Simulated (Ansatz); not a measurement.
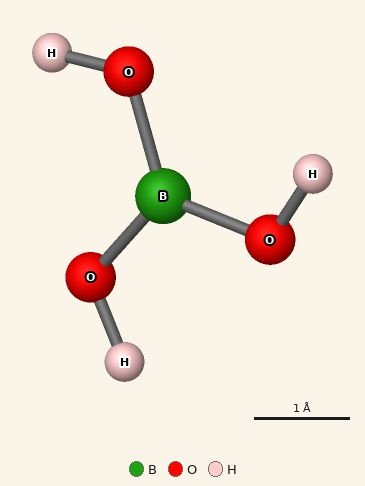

Figure 1. The structure (ball-and-stick view, seen at an oblique angle).

## Single-point calculation of BH3O3

System: BH3O3.
Method: RKS BHLYP-D4/def2-TZVPP (Ansatz 0.2.0).

The geometry comes from this level: PBE0-D4/def2-TZVP.

## The program's output
```
Functional definition: BHLYP
  name "BHLYP"
  cite "Becke, J. Chem. Phys. 98, 1372 (1993) doi:10.1063/1.464304"
  cite "Becke, Phys. Rev. A 38, 3098 (1988) doi:10.1103/PhysRevA.38.3098"
  cite "Lee, Yang & Parr, Phys. Rev. B 37, 785 (1988) doi:10.1103/PhysRevB.37.785"
  parameter a = 0.5
  exchange = (1 - a)*b88_x + a*exact_x
  correlation = lyp_c
917 factors; their error is unknown
mean field evaluation 1: about -6863.2907 eV, gradient 6.9e1 eV
mean field evaluation 2: about -6862.4926 eV, gradient 7.3e1 eV
mean field evaluation 4: about -6870.6354 eV, gradient 6.9e-1 eV
mean field evaluation 8: about -6870.6776 eV, gradient 4.7e-3 eV
mean field -6870.67758747 eV, -252.4927442272 hartree, gradient 9.0e-5 eV, S^2 0.000000; 0 other end points of the search recorded, 0 dependent functions left out
reference -6870.67772362 eV, -252.4927492305 hartree; 16, 16 occupied and 150, 150 virtual orbitals, 917 factors
Total energy: -6870.76930158 eV, -252.4961146584 hartree
```

This output came from the following input.

## Input
```yaml
crystal:
  periodic: [false, false, false]
  atoms:
    - {symbol: B, position_ang: [-0.613727, 0.326384, 0.216803]}
    - {symbol: O, position_ang: [-0.504210, 0.607496, -1.115530]}
    - {symbol: O, position_ang: [-1.677492, 0.801725, 0.929969]}
    - {symbol: O, position_ang: [0.340484, -0.430058, 0.836010]}
    - {symbol: H, position_ang: [0.282543, 0.219603, -1.504391]}
    - {symbol: H, position_ang: [-2.276911, 1.317429, 0.386459]}
    - {symbol: H, position_ang: [0.153041, -0.557774, 1.768328]}
basis:
  gaussian: {orbitals: def2-TZVPP}
hamiltonian: {xc: {name: BHLYP}, dispersion: d4}
```

Launch command:
```bash
ansatz run in.yaml --threads 8 --pin off --events-out ev --progress --plain --max-ram 19148MiB
```

## Key numbers

```tsv
quantity	value
outcome	converged
total energy	−6870.7693 eV
mean-field energy	−6870.6777 eV
dispersion energy	−0.0916 eV
SCF solution under orbital rotations	stable
hardware	8 threads of Arm Neoverse V2, 23 GiB of memory available, shared host
peak memory	0.52 GiB
```
